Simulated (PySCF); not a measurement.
# BP86/cc-pwCVDZ run of S2O (SMILES O=S=S)

Aim: the vertical ionisation energy of S2O at BP86/cc-pwCVDZ, from 2 runs. Input form: a Python script.

Program for the calculation: PySCF 2.14.0.

### Step 1. The structure to begin with

S2O: 3 atoms, total charge 0, spin state singlet. SMILES: `O=S=S`. The coordinates come from a GFN2-xTB relaxation.

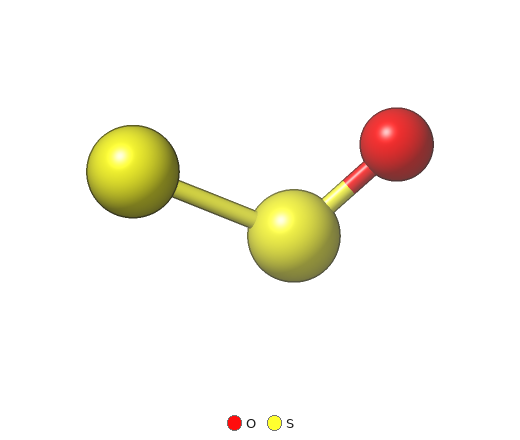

The structure, seen from a chosen angle (oxygen red, sulfur yellow).

### Step 2. A single-point energy at BP86/cc-pwCVDZ

calc.py reads:

```python
# Disulfur monoxide
from pyscf import gto, dft

mol = gto.Mole()
mol.atom = [
    ('O', (0.431370, 1.195520, 0.483120)),
    ('S', (0.559470, -0.210460, 0.159300)),
    ('S', (-0.990830, -0.985060, -0.642420)),
]
mol.verbose = 3
mol.charge = 0
mol.basis = 'cc-pwcvdz'
mol.max_memory = 1860
mol.build()

ks = dft.RKS(mol)
ks.xc = 'bp86'
ks.grids.level = 4
ks.conv_tol = 1e-10
ks.kernel()
if not ks.converged:
    ks = ks.newton().run(ks.mo_coeff, ks.mo_occ)

e_final = ks.e_tot
print(f'total energy: {e_final:.8f} hartree')
```

Launch:

```sh
$ OMP_NUM_THREADS=1 python calc.py
```

The log of the run:

```text
converged SCF energy = -871.686548951089
total energy: -871.68654895 hartree
```

Run time: 6.6 s. Hardware: 1 thread of Arm Neoverse V1, shared host; peak memory 0.34 GiB.

### Step 3. The doublet cation, same level

calc.py reads:

```python
from pyscf import gto, dft

mol = gto.M(
    atom='''
O      0.815171     2.259205     0.912964
S      1.057245    -0.397712     0.301033
S     -1.872397    -1.861494    -1.213998
''',
    verbose=4,
    basis='cc-pwcvdz',
    charge=1,
    unit='bohr',
    max_memory=1860,
    spin=1,
)

calc0 = dft.UKS(mol)
calc0.xc = 'bp86'
calc0.grids.level = 4
calc0.conv_tol = 1e-10
calc0.kernel()
if not calc0.converged:
    calc0 = calc0.newton().run(calc0.mo_coeff, calc0.mo_occ)

energy = calc0.e_tot
print(f'total energy: {energy:.8f} hartree')
```

Launch:

```sh
$ OMP_NUM_THREADS=1 python calc.py
```

The log of the run:

```text
PySCF version 2.14.0

[INPUT] num. atoms = 3
[INPUT] num. electrons = 39
[INPUT] charge = 1
[INPUT] spin (= nelec alpha-beta = 2S) = 1
[INPUT] symmetry False subgroup None
[INPUT] Mole.unit = bohr
[INPUT] Symbol           X                Y                Z      unit          X                Y                Z       unit  Magmom
[INPUT]  1 O      0.431369916203   1.195519800797   0.483119743190 AA    0.815171000000   2.259205000000   0.912964000000 Bohr   0.0
[INPUT]  2 S      0.559469960359  -0.210460126909   0.159299803335 AA    1.057245000000  -0.397712000000   0.301033000000 Bohr   0.0
[INPUT]  3 S     -0.990829822195  -0.985060203064  -0.642420075702 AA   -1.872397000000  -1.861494000000  -1.213998000000 Bohr   0.0

nuclear repulsion = 141.589669648717
number of shells = 17
number of NR pGTOs = 130
number of NR cGTOs = 72
basis = cc-pwcvdz
ecp = {}

******** <class 'pyscf.dft.uks.UKS'> ********
method = UKS
initial guess = minao
damping factor = 0
level_shift factor = 0
DIIS = <class 'pyscf.scf.diis.CDIIS'>
diis_start_cycle = 1
diis_space = 8
diis_damp = 0
SCF conv_tol = 1e-10
SCF conv_tol_grad = None
SCF max_cycles = 50
direct_scf = True
direct_scf_tol = 1e-13
number electrons alpha = 20  beta = 19
XC library pyscf.dft.libxc version 7.0.0
    S. Lehtola, C. Steigemann, M. J.T. Oliveira, and M. A.L. Marques.,  SoftwareX 7, 1–5 (2018)
XC functionals = bp86
    A. D. Becke.,  Phys. Rev. A 38, 3098 (1988)
    J. P. Perdew.,  Phys. Rev. B 33, 8822 (1986)
radial grids:
    Treutler-Ahlrichs [JCP 102, 346 (1995); DOI:10.1063/1.469408] (M4) radial grids

becke partition: Becke, JCP 88, 2547 (1988); DOI:10.1063/1.454033
pruning grids: <function nwchem_prune>
grids dens level: 4
symmetrized grids: False
atomic radii adjust function: <function treutler_atomic_radii_adjust>
small_rho_cutoff = 0
Set gradient conv threshold to 1e-05
tot grids = 85640
init E= -872.229898235936
[... the frontier-level lines of each cycle are left out ...]


cycle= 1 E= -871.093854033161  delta_E= 1.14  |g|= 0.69  |ddm|= 2.72
cycle= 2 E= -866.480547901811  delta_E= 4.61  |g|= 2.66  |ddm|= 4.35
cycle= 3 E= -871.162259491975  delta_E= -4.68  |g|= 0.462  |ddm|= 3.82
cycle= 4 E= -870.846073578987  delta_E= 0.316  |g|= 0.829  |ddm|= 2.33
cycle= 5 E= -871.299206229021  delta_E= -0.453  |g|= 0.0853  |ddm|= 1.86
cycle= 6 E= -871.301895149752  delta_E= -0.00269  |g|= 0.0361  |ddm|= 0.165
cycle= 7 E= -871.302547837807  delta_E= -0.000653  |g|= 0.00998  |ddm|= 0.0971
cycle= 8 E= -871.302608580233  delta_E= -6.07e-05  |g|= 0.00269  |ddm|= 0.018
cycle= 9 E= -871.302613294931  delta_E= -4.71e-06  |g|= 0.00131  |ddm|= 0.00846
cycle= 10 E= -871.302614249397  delta_E= -9.54e-07  |g|= 0.00121  |ddm|= 0.00493
cycle= 11 E= -871.302615169507  delta_E= -9.2e-07  |g|= 0.000496  |ddm|= 0.00303
cycle= 12 E= -871.302615263858  delta_E= -9.44e-08  |g|= 0.000407  |ddm|= 0.00255
cycle= 13 E= -871.302615390012  delta_E= -1.26e-07  |g|= 3.94e-05  |ddm|= 0.000856
cycle= 14 E= -871.302615391102  delta_E= -1.09e-09  |g|= 1.11e-05  |ddm|= 9.88e-05
cycle= 15 E= -871.30261539121  delta_E= -1.09e-10  |g|= 3.76e-06  |ddm|= 5.5e-05
cycle= 16 E= -871.302615391221  delta_E= -1.05e-11  |g|= 5.33e-07  |ddm|= 1.3e-05
Extra cycle  E= -871.302615391218  delta_E= 2.73e-12  |g|= 1.42e-06  |ddm|= 3.01e-06
converged SCF energy = -871.302615391218  <S^2> = 0.75668883  2S+1 = 2.0066777
total energy: -871.30261539 hartree
```

Wall time 13 s (1 thread of Arm Neoverse V1, shared host); peak memory 0.35 GiB.

### Step 4. Summary of results

At BP86/cc-pwCVDZ:

```
                                          quantity          value
                         singlet S2O: total energy  -871.68655 Eh
                        singlet S2O: dipole moment         1.35 D
                          singlet S2O: HOMO energy       -6.75 eV
                          singlet S2O: LUMO energy       -4.67 eV
                        singlet S2O: HOMO–LUMO gap        2.08 eV
                      doublet cation: total energy  -871.30262 Eh
doublet cation: HOMO energy (highest over α and β)      -14.58 eV
 doublet cation: LUMO energy (lowest over α and β)      -14.06 eV
                              doublet cation: ⟨S²⟩          0.757
vertical ionisation energy (to the doublet cation)      10.447 eV
```

In words: The vertical ionisation energy comes to 10.45 eV (1008 kJ/mol). The negative HOMO energy of the first species, 6.75 eV, lies 3.69 eV below that difference. Mulliken charges (doublet cation) run from -0.14 on O1 to +0.70 on S2.
